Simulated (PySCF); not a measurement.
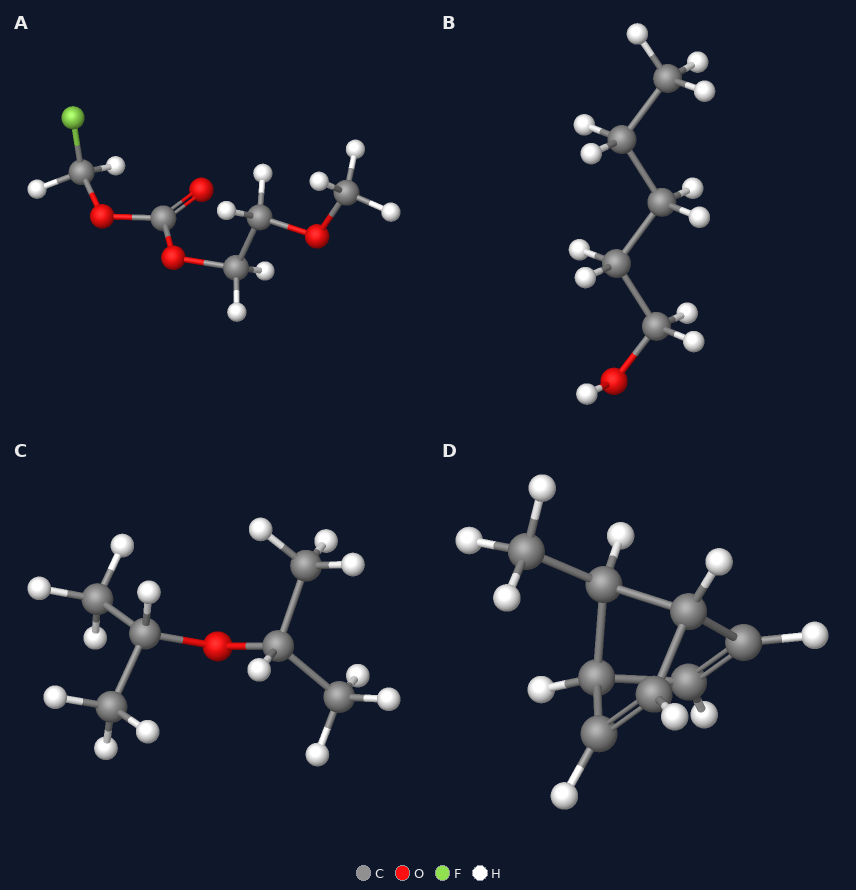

The picture comes from a calculation with PySCF.

> Which panel belongs to which SMILES?
(1) C[C@H]1[C@H]2C=C[C@@H]1C=C2
(2) CCCCCO
(3) CC(C)OC(C)C
(4) COCCOC(=O)OCF

A is (4), B is (2), C is (3), D is (1).
